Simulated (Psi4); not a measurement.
## Frequency calculation of BF (part 4 of 4)

Continued. System: BF (13768-60-0). Method: BLYP/6-31G, RKS, dispersion D4 (Psi4 1.11). The geometry was optimised with BLYP/6-31G.

Geometry of the input (Å):
```
B  0.0000  0.0000  -0.0573
F  0.0000  0.0000  1.2776
```

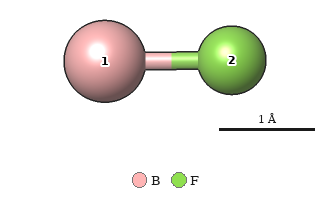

Figure 1. The input geometry (ball-and-stick view, seen at an oblique angle; atoms are numbered from 1 in the order of the input).

Output, continued
```
  Vibration                       6
  Freq [cm^-1]                1200.4869
  Irrep                           A
  Reduced mass [u]             13.0177
  Force const [mDyne/A]        11.0535
  Turning point v=0 [a0]        0.0878
  RMS dev v=0 [a0 u^1/2]        0.2239
  IR activ [km/mol]            110.1042
  Char temp [K]               1727.2334
  ----------------------------------------------------------------------------------
      1   B                0.00 -0.00  0.87
      2   F               -0.00 -0.00 -0.50

  ==> Thermochemistry Components <==

  Entropy, S
    Electronic S                             0.000 [cal/(mol K)]        0.000 [J/(mol K)]       0.00000000 [mEh/K] (multiplicity = 1)
    Translational S                         36.130 [cal/(mol K)]      151.168 [J/(mol K)]       0.05757674 [mEh/K] (mol. weight = 30.0077 [u], P = 101325.00 [Pa])
    Rotational S                            11.980 [cal/(mol K)]       50.122 [J/(mol K)]       0.01909057 [mEh/K] (symmetry no. = 1)
    Vibrational S                            0.041 [cal/(mol K)]        0.173 [J/(mol K)]       0.00006576 [mEh/K]
  Total S                                   48.151 [cal/(mol K)]      201.463 [J/(mol K)]       0.07673307 [mEh/K]
  Correction S                               0.000 [cal/(mol K)]        0.000 [J/(mol K)]       0.00000000 [mEh/K]

  Constant volume heat capacity, Cv
    Electronic Cv                            0.000 [cal/(mol K)]        0.000 [J/(mol K)]       0.00000000 [mEh/K]
    Translational Cv                         2.981 [cal/(mol K)]       12.472 [J/(mol K)]       0.00475022 [mEh/K]
    Rotational Cv                            1.987 [cal/(mol K)]        8.314 [J/(mol K)]       0.00316681 [mEh/K]
    Vibrational Cv                           0.205 [cal/(mol K)]        0.856 [J/(mol K)]       0.00032596 [mEh/K]
  Total Cv                                   5.173 [cal/(mol K)]       21.642 [J/(mol K)]       0.00824299 [mEh/K]
  Correction Cv                              0.000 [cal/(mol K)]        0.000 [J/(mol K)]       0.00000000 [mEh/K]

  Constant pressure heat capacity, Cp
    Electronic Cp                            0.000 [cal/(mol K)]        0.000 [J/(mol K)]       0.00000000 [mEh/K]
    Translational Cp                         4.968 [cal/(mol K)]       20.786 [J/(mol K)]       0.00791703 [mEh/K]
    Rotational Cp                            1.987 [cal/(mol K)]        8.314 [J/(mol K)]       0.00316681 [mEh/K]
    Vibrational Cp                           0.205 [cal/(mol K)]        0.856 [J/(mol K)]       0.00032596 [mEh/K]
  Total Cp                                   7.160 [cal/(mol K)]       29.956 [J/(mol K)]       0.01140980 [mEh/K]
  Correction Cp                              0.000 [cal/(mol K)]        0.000 [J/(mol K)]       0.00000000 [mEh/K]

  ==> Thermochemistry Energy Analysis <==

  Raw electronic energy, E_e
  Total E_e, Electronic energy at well bottom                                          -124.60936471 [Eh]

  Zero-point vibrational energy, ZPVE = Sum_i omega_i / 2,  E_0 = E_e + ZPVE
    Vibrational ZPVE                         1.716 [kcal/mol]        7.181 [kJ/mol]       0.00273491 [Eh]         600.243 [cm^-1]
  Correction ZPVE to E_e                     1.716 [kcal/mol]        7.181 [kJ/mol]       0.00273491 [Eh]         600.243 [cm^-1]
  Total E_0, Enthalpy at 0 [K]                                                         -124.60662980 [Eh]
  *** Absolute enthalpy, not an enthalpy of formation ***

  Thermal (internal) energy, E (includes ZPVE and finite-temperature corrections)
    Electronic contrib to E beyond E_e       0.000 [kcal/mol]        0.000 [kJ/mol]       0.00000000 [Eh]
    Translational contrib to E               0.889 [kcal/mol]        3.718 [kJ/mol]       0.00141628 [Eh]
    Rotational contrib to E                  0.592 [kcal/mol]        2.479 [kJ/mol]       0.00094418 [Eh]
    Vibrational contrib to E                 1.727 [kcal/mol]        7.224 [kJ/mol]       0.00275164 [Eh]
  Correction E                               3.208 [kcal/mol]       13.422 [kJ/mol]       0.00511210 [Eh]
  Total E, Thermal (internal) energy at  298.15 [K]                                    -124.60425261 [Eh]

  Enthalpy, H_trans = E_trans + k_B * T = E_trans + P * V
    Electronic contrib to H beyond E_e       0.000 [kcal/mol]        0.000 [kJ/mol]       0.00000000 [Eh]
    Translational contrib to H               1.481 [kcal/mol]        6.197 [kJ/mol]       0.00236046 [Eh]
    Rotational contrib to H                  0.592 [kcal/mol]        2.479 [kJ/mol]       0.00094418 [Eh]
    Vibrational contrib to H                 1.727 [kcal/mol]        7.224 [kJ/mol]       0.00275164 [Eh]
  Correction H                               3.800 [kcal/mol]       15.901 [kJ/mol]       0.00605628 [Eh]
  Total H, Enthalpy at  298.15 [K]                                                     -124.60330843 [Eh]
  *** Absolute enthalpy, not an enthalpy of formation ***

  Gibbs free energy, G = H - T * S
    Electronic contrib to G beyond E_e       0.000 [kcal/mol]        0.000 [kJ/mol]       0.00000000 [Eh]
    Translational contrib to G              -9.291 [kcal/mol]      -38.873 [kJ/mol]      -0.01480604 [Eh]
    Rotational contrib to G                 -2.979 [kcal/mol]      -12.465 [kJ/mol]      -0.00474767 [Eh]
    Vibrational contrib to G                 1.714 [kcal/mol]        7.173 [kJ/mol]       0.00273203 [Eh]
  Correction G                             -10.556 [kcal/mol]      -44.165 [kJ/mol]      -0.01682168 [Eh]
  Total G, Gibbs energy at  298.15 [K]                                                 -124.62618639 [Eh]
  *** Absolute Gibbs energy, not a free energy of formation ***

  Variable Map:
  ----------------------------------------------------------------------------
  "BLYP-D4(BJ,EEQ)ATM DISPERSION CORRECTION ENERGY" =>      -0.000902605837
  "CURRENT ENERGY"                                  =>    -124.609364707609
  "CURRENT REFERENCE ENERGY"                        =>    -124.609364707609
  "DD SOLVATION ENERGY"                             =>       0.000000000000
  "DFT FUNCTIONAL TOTAL ENERGY"                     =>    -124.608462101772
  "DFT TOTAL ENERGY"                                =>    -124.609364707609
  "DFT VV10 ENERGY"                                 =>       0.000000000000
  "DFT XC ENERGY"                                   =>     -14.412938438415
  "DISPERSION CORRECTION ENERGY"                    =>      -0.000902605837
  "ENTHALPY"                                        =>    -124.603308426627
  "ENTHALPY CORRECTION"                             =>       0.006056280983
  "FINDIF NUMBER"                                   =>       7.000000000000
  "GIBBS FREE ENERGY"                               =>    -124.626186391336
  "GIBBS FREE ENERGY CORRECTION"                    =>      -0.016821683727
  "GRID ELECTRONS ALPHA"                            =>       7.000001676146
  "GRID ELECTRONS BETA"                             =>       7.000001676146
  "GRID ELECTRONS TOTAL"                            =>      14.000003352292
  "NUCLEAR REPULSION ENERGY"                        =>      17.839010849011
  "ONE-ELECTRON ENERGY"                             =>    -206.965034667771
  "PCM POLARIZATION ENERGY"                         =>       0.000000000000
  "PE ENERGY"                                       =>       0.000000000000
  "SCF ITERATION ENERGY"                            =>    -124.609364707609
  "SCF ITERATIONS"                                  =>       8.000000000000
  "SCF TOTAL ENERGY"                                =>    -124.609364707609
  "THERMAL ENERGY"                                  =>    -124.604252611175
  "THERMAL ENERGY CORRECTION"                       =>       0.005112096435
  "TWO-ELECTRON ENERGY"                             =>      78.930500155402
  "ZERO K ENTHALPY"                                 =>    -124.606629797216
  "ZPVE"                                            =>       0.002734910393

  Array Variable Map:
  ----------------------------------------------------------------------------
  "-D GRADIENT"                                     =>       0.000000000000 ... 0.000004565070 2 by 3
  "BLYP-D4 DIPOLE GRADIENT"                         =>      -0.092351302927 ... -0.887254885641 6 by 3
  "BLYP-D4 TOTAL GRADIENT"                          =>      -0.000000000000 ... -0.000126374897 2 by 3
  "BLYP-D4 TOTAL HESSIAN"                           =>      -0.000039368133 ... 0.380146054645 6 by 6
  "BLYP-D4(BJ,EEQ)ATM DISPERSION CORRECTION GRADIENT" =>       0.000000000000 ... 0.000004565070 2 by 3
  "CURRENT DIPOLE"                                  =>      -0.000000000000 ... 0.232962527520 1 by 3
  "CURRENT DIPOLE GRADIENT"                         =>      -0.092351302927 ... -0.887254885641 6 by 3
  "CURRENT GRADIENT"                                =>      -0.000000000000 ... -0.000126374897 2 by 3
  "CURRENT HESSIAN"                                 =>      -0.000039368133 ... 0.380146054645 6 by 6
  "DFT TOTAL GRADIENT"                              =>      -0.000000000000 ... -0.000126374897 2 by 3
  "DISPERSION CORRECTION GRADIENT"                  =>       0.000000000000 ... 0.000004565070 2 by 3
  "SCF DIPOLE"                                      =>      -0.000000000000 ... 0.232962527520 1 by 3
  "SCF TOTAL ENERGIES"                              =>    -124.255972987455 ... -124.609364707609 1 by 9
  "SCF TOTAL GRADIENT"                              =>      -0.000000000000 ... -0.000126374897 2 by 3

    Psi4 run time: 0:00:05.27

[set-up sections that repeat, and orbital energies of the middle runs, are left out above]
```

Summary

- outcome: converged
- total energy: −124.609365 hartree
- dispersion energy: −0.000903 hartree
- basis functions: 18
- zero-point energy: 0.002735 hartree
- dipole moment: 0.59 D
- wavenumbers, lowest and highest: 1200 cm⁻¹
- wall time: 6.3 s
- peak memory: 0.23 GiB
